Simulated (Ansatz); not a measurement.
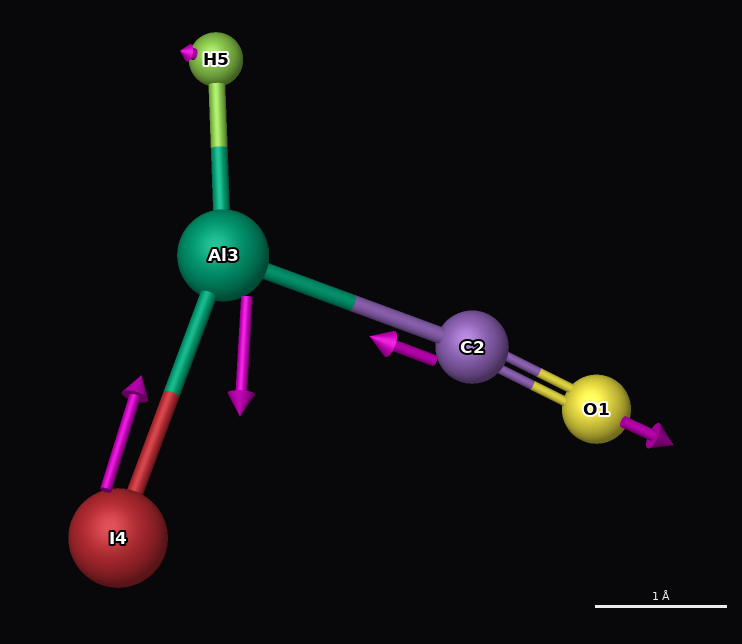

Arrows show the forces on the atoms, 0.8 Å of arrow for 1 eV/Å; forces under a tenth of the largest aren't drawn. Charge +1, singlet. Level of theory: r2SCAN-D4/def2-TZVPP (Ansatz 0.2.0).

> Along which bond is the force strongest?

Al3–I4, now 2.493 Å: the forces pull its atoms together, so a first step downhill shortens it.

List the force components in the frame of the picture (x right, y up, z towards the viewer), in eV/Å.

```json
{"atom": "O1", "Fx": "0.49", "Fy": "−0.23", "Fz": "−0.20"}
{"atom": "C2", "Fx": "−0.62", "Fy": "0.24", "Fz": "0.28"}
{"atom": "Al3", "Fx": "−0.07", "Fy": "−1.15", "Fz": "0.27"}
{"atom": "I4", "Fx": "0.34", "Fy": "1.11", "Fz": "−0.43"}
{"atom": "H5", "Fx": "−0.14", "Fy": "0.03", "Fz": "0.07"}
```
